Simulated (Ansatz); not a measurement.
## Convergence study of the k-point mesh for In (I4/mmm, 1 atom in the cell)

```
In
1.0
   -1.62987     1.62987     2.48243
    1.62987    -1.62987     2.48243
    1.62987     1.62987    -2.48243
In
1
Direct
  0.00000   0.00000   0.00000
```

Level of theory: PBE (plane waves, PAW; Ansatz, a quantum-chemistry and plane-wave program).

Base settings: basis.ecutwfc = 420 eV; kpoints.mp_grid.grid = 14 14 14; hamiltonian.xc = pbe; hamiltonian.pseudopotentials = {kind: paw} (the program's default PAW files); scf.occupations.method = fermi_dirac; scf.occupations.width = 0.1 eV.

The second cell is the first with its lattice scaled by 0.98.

Only quantities that move along the ladder and can be compared are tabulated.

The count of work is k-points × plane waves × bands × iterations; it is no time. Core times come from one kind of shared machine, to one figure; runs under 30 s give none.

The starting cell has typed, rounded lattice constants, without a prior relaxation at this level. Its lattice was rescaled by up to half a per cent. Ansatz's pressure includes its estimate of the finite-basis (Pulay) stress.

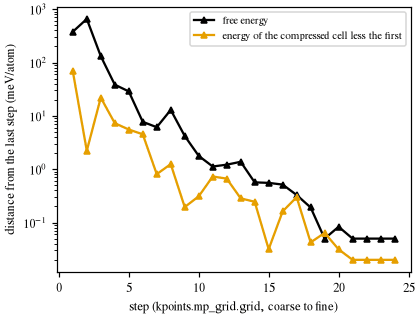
Figure. Distance from the last step along the ladder; very small values are drawn at a floor.

```tsv
kpoints.mp_grid.grid	free energy less the last step's (meV/atom)	energy of the compressed cell less the first (meV/atom)	pressure (GPa)	count of work / last	core time / last (rough)
2 2 2	-377.26	-38.75	-4.98	0.00051	–
3 3 3	655.13	32.16	2.06	0.00076	–
4 4 4	131.41	51.89	3.78	0.0016	–
5 5 5	38.43	37.23	2.50	0.0023	–
6 6 6	-28.71	24.39	1.11	0.0044	–
7 7 7	7.73	25.43	1.27	0.0059	–
8 8 8	6.13	29.13	1.61	0.0087	–
9 9 9	12.93	31.18	1.82	0.011	–
10 10 10	-4.20	29.74	1.63	0.015	–
11 11 11	1.78	30.25	1.69	0.019	–
12 12 12	1.12	30.67	1.71	0.024	–
13 13 13	-1.22	30.60	1.70	0.029	–
14 14 14	-1.38	29.65	1.61	0.036	–
15 15 15	0.57	29.69	1.62	0.042	–
17 17 17	0.55	29.91	1.65	0.060	–
18 18 18	0.51	29.78	1.65	0.071	–
20 20 20	0.33	30.24	1.68	0.095	–
22 22 22	-0.19	29.98	1.65	0.12	–
25 25 25	0.00	29.87	1.64	0.17	–
28 28 28	0.08	29.97	1.66	0.24	–
31 31 31	-0.03	29.95	1.65	0.32	0.3
34 34 34	0.00	29.92	1.65	0.42	0.4
38 38 38	0.00	29.95	1.65	0.58	0.5
42 42 42	0.00	29.94	1.65	0.77	0.8
46 46 46	0.00	29.94	1.65	1.0	1
```

Coarsest kpoints.mp_grid.grid that holds the energy of the compressed cell less the first within 0.5 meV/atom of the last step, with all finer ones: 14 14 14, at 0.036 of the last step's count of work; the step before is off by 0.67 meV/atom.

Coarsest kpoints.mp_grid.grid that holds the pressure within 0.5 GPa of the last step, with all finer ones: 7 7 7, at 0.0059 of the last step's count of work; the step before is off by 0.54 GPa.

Coarsest kpoints.mp_grid.grid that holds the free energy within 5 meV/atom of the last step, with all finer ones: 10 10 10, at 0.015 of the last step's count of work; the step before is off by 13 meV/atom.

The energy difference between the two cells stays within 1 meV/atom of the last step's from 10 10 10 on, the total only from 15 15 15 on: much of the error is common to both cells and cancels.

Keys are those of Ansatz 0.2.
